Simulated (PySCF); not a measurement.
```xyz
15

C     2.6243   -0.0872    0.0975
C     1.2183   -0.5768    0.1979
C     0.1952   -0.0715   -0.4703
C    -1.2222   -0.5494   -0.3505
C    -2.0461    0.5041    0.3210
N    -3.0083    1.0379   -0.2779
H     2.6962    0.7577   -0.5828
H     2.9865    0.2185    1.0791
H     3.2772   -0.8840   -0.2582
H     1.0662   -1.4114    0.8716
H     0.3404    0.7636   -1.1429
H    -1.2572   -1.4612    0.2504
H    -1.6470   -0.7445   -1.3365
H    -1.7152    0.7578    1.3395
H    -3.5126    1.7543    0.2402
```

Geometry: GFN2-xTB.

Theory: CAM-B3LYP/def2-SVPD, SCF density, gas phase in PySCF 2.14.0.

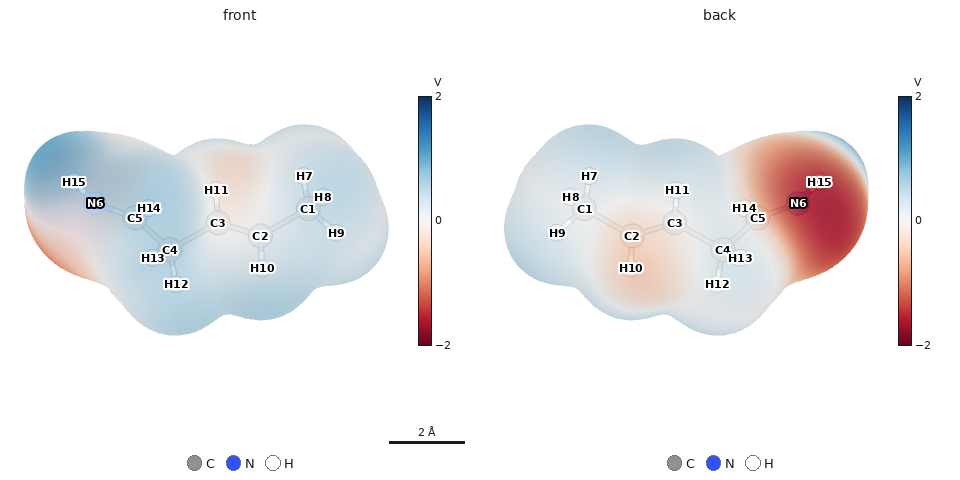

C5H9N (SMILES [H]/N=C/C/C=C/C). The molecular electrostatic potential painted on the density surface at 0.001 e/bohr³, seen from the front and from behind; red is negative and blue positive.

**Which sites attract a positive test charge, and which a negative one?**

A positive charge is drawn to the negative regions and a negative charge to the positive ones. The most negative region (about −1.6 V) lies over N6, the most positive (about +1.0 V) over H15. N6 is the likeliest acceptor of a hydrogen bond.

**How polar is the molecule by this calculation?**

Its dipole moment is 2.14 D.
